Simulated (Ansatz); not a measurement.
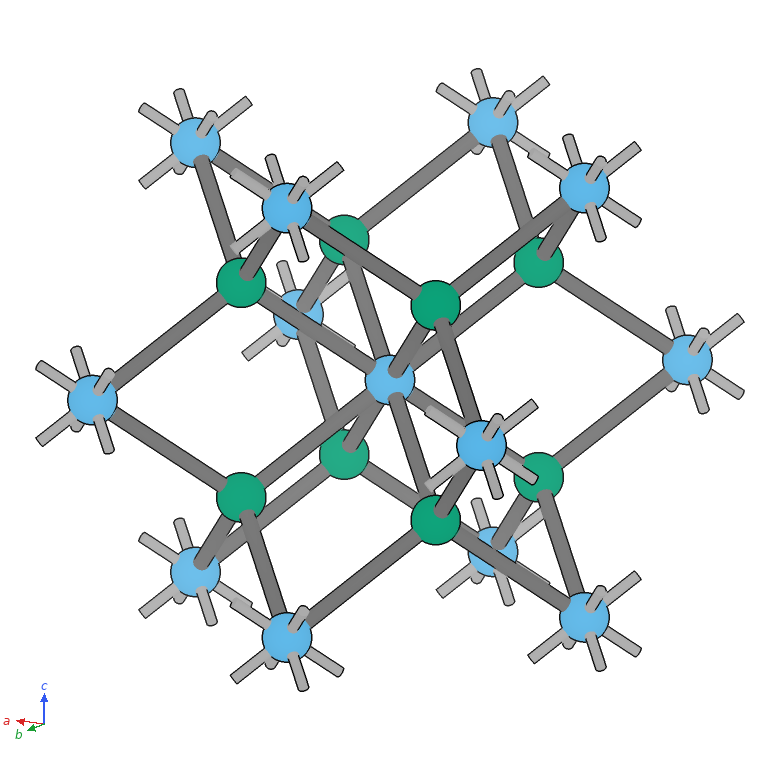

A cut-out of a periodic net derived from a crystal structure. Nodes are coloured by topological kind. Short stubs are edges that leave the cut-out.

> Describe the net.

A binodal (4,8)-connected, three-periodic net. It is the flu net, known from fluorite.

> Give point symbol and coordination sequence of each kind of node.

4-connected node: 4^6, sequence 4, 22, 24, 82, 64, 182; 8-connected node: 4^12.6^12.8^4, sequence 8, 12, 48, 42, 128, 92.

Where the net comes from. CsSc₂ (space group Fm-3m, No. 225). Coordinates: the end point of a relaxation with DFT PBE, scalar-relativistic, plane waves, PAW (Ansatz); the starting structure was generated, so it need not be a known form of this composition. Bonds are taken as Cs–Sc below 3.6 Å; no other contact counts. The graph is simplified in the usual way: terminal and isolated atoms are pruned, two-connected atoms become edges. Sc is a 4-connected node; Cs is an 8-connected node, in the ratio 2:1.
